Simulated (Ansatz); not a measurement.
# What a change does: single-point calculation on GeBH5O

System: GeBH5O.
Method of the first run: RKS PBE-D4/def2-TZVPP (Ansatz 0.2.0).

The geometry comes from this level: PBE0-D4/def2-TZVP. Text and figures count atoms from 1; the logs count them from 0 in places.

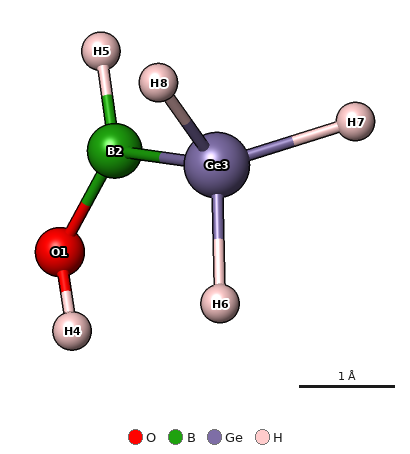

Fig. 1: The structure as given in the input (ball-and-stick view, seen at a tilt; atoms are numbered from 1 in the order of the input). Sticks mark near contacts.

The input, the first run:
```yaml
crystal:
  periodic: [false, false, false]
  atoms:
    - {symbol: O, position_ang: [-1.513542, 0.585758, -1.145566]}
    - {symbol: B, position_ang: [-0.186307, 0.411662, -0.990598]}
    - {symbol: Ge, position_ang: [0.643957, -0.355806, 0.754268]}
    - {symbol: H, position_ang: [-2.039954, 0.325980, -0.383956]}
    - {symbol: H, position_ang: [0.492028, 0.728354, -1.926962]}
    - {symbol: H, position_ang: [-0.446878, -0.680967, 1.801093]}
    - {symbol: H, position_ang: [1.427572, -1.654221, 0.487968]}
    - {symbol: H, position_ang: [1.623135, 0.639239, 1.403755]}
basis:
  gaussian: {orbitals: def2-TZVPP}
hamiltonian: {xc: pbe, dispersion: d4}
```

Command:
```bash
ansatz run in.yaml --threads 2 --pin off --events-out ev --progress --plain --max-ram 4352MiB
```

Hardware: 2 threads of Arm Neoverse V1, 23 GiB of memory available, shared host.

Output (the first run):
```
Functional definition: PBE
  parameter kappa = 0.804
  parameter beta = 0.06672455060314922
  exchange = pbe_x(kappa = kappa, mu = beta*pi^2/3)
  correlation = pbe_c(beta = beta)
973 factors; their error is unknown
mean field evaluation 1: about -59306.8511 eV, gradient 6.0e1 eV
mean field evaluation 2: about -59281.4013 eV, gradient 1.3e2 eV
mean field evaluation 4: about -59312.6271 eV, gradient 7.3e0 eV
mean field evaluation 8: about -59312.7246 eV, gradient 1.6e-1 eV
mean field evaluation 16: about -59312.7084 eV, gradient 1.3e-4 eV
mean field -59312.70838923 eV, -2179.7018297063 hartree, gradient 3.1e-5 eV, S^2 0.000000; 0 other end points of the search recorded, 0 dependent functions left out
reference -59312.70842943 eV, -2179.7018311837 hartree; 25, 25 occupied and 155, 155 virtual orbitals, 973 factors
Total energy: -59312.82244025 eV, -2179.7060210042 hartree
```

For the second run the input was changed thus:
```diff
-    - {symbol: O, position_ang: [-1.513542, 0.585758, -1.145566]}
-    - {symbol: B, position_ang: [-0.186307, 0.411662, -0.990598]}
-    - {symbol: Ge, position_ang: [0.643957, -0.355806, 0.754268]}
-    - {symbol: H, position_ang: [-2.039954, 0.325980, -0.383956]}
-    - {symbol: H, position_ang: [0.492028, 0.728354, -1.926962]}
-    - {symbol: H, position_ang: [-0.446878, -0.680967, 1.801093]}
-    - {symbol: H, position_ang: [1.427572, -1.654221, 0.487968]}
-    - {symbol: H, position_ang: [1.623135, 0.639239, 1.403755]}
+    - {symbol: O, position_ang: [-1.108836, 1.104060, -1.222228]}
+    - {symbol: B, position_ang: [-0.152828, 0.589495, -0.515682]}
+    - {symbol: Ge, position_ang: [1.064418, 0.116809, 0.985980]}
+    - {symbol: H, position_ang: [-2.687185, -0.882455, 1.323891]}
+    - {symbol: H, position_ang: [-1.201531, 0.868820, -2.151475]}
+    - {symbol: H, position_ang: [-2.065294, -0.627281, 1.650527]}
+    - {symbol: H, position_ang: [0.895069, -1.417391, 0.685817]}
+    - {symbol: H, position_ang: [2.341530, 0.428497, 0.124630]}
```

Predict how the results change.

With the same method and basis, the second run lies 47.6 kcal/mol higher.

Output (the second run):
```
Functional definition: PBE
  parameter kappa = 0.804
  parameter beta = 0.06672455060314922
  exchange = pbe_x(kappa = kappa, mu = beta*pi^2/3)
  correlation = pbe_c(beta = beta)
973 factors; their error is unknown
mean field evaluation 1: about -59305.1687 eV, gradient 5.8e1 eV
mean field evaluation 2: about -59284.9188 eV, gradient 1.2e2 eV
mean field evaluation 4: about -59310.3805 eV, gradient 7.6e0 eV
mean field evaluation 8: about -59310.6530 eV, gradient 6.1e-2 eV
mean field evaluation 16: about -59310.6373 eV, gradient 3.0e-5 eV
mean field -59310.63727689 eV, -2179.6257177319 hartree, gradient 3.0e-5 eV, S^2 0.000000; 0 other end points of the search recorded, 0 dependent functions left out
reference -59310.63731823 eV, -2179.6257192509 hartree; 25, 25 occupied and 155, 155 virtual orbitals, 973 factors
Total energy: -59310.75820022 eV, -2179.6301615823 hartree
```

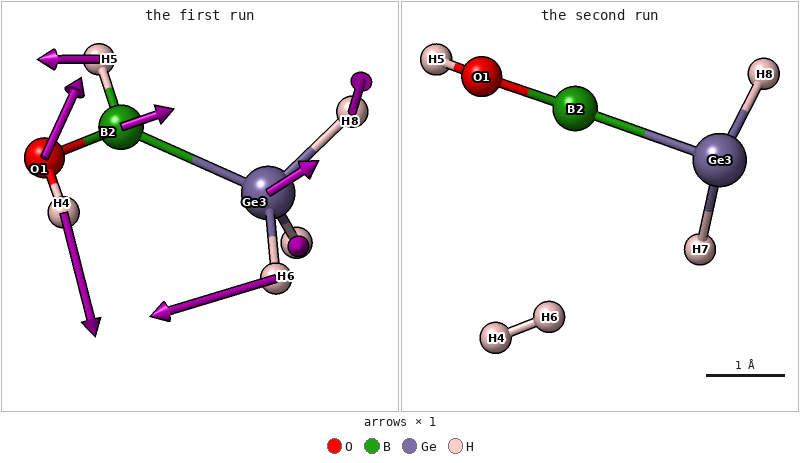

Fig. 2: The two input geometries at one scale (ball-and-stick view, seen at a tilt). The pink arrows on the first give the shifts of the atoms after the best rigid fit, at true length. The largest move after the best rigid fit is that of H6, 1.78 Å. By element the largest moves are H 1.78 Å, O 1.28 Å, Ge 0.81 Å, B 0.74 Å. Among the contacts that change: O1–H4 0.962 → 3.594 Å, H4–H6 2.886 → 0.747 Å, Ge3–H6 1.546 → 3.285 Å, O1–H5 2.157 → 0.963 Å.

The two runs side by side:

| quantity | the first run | the second run |
| --- | --- | --- |
| outcome | converged | converged |
| total energy (hartree) | −2179.706021 | −2179.630162 |
| basis functions | 180 | 180 |
| wall time (shared host) | 2.2 s | 1.9 s |
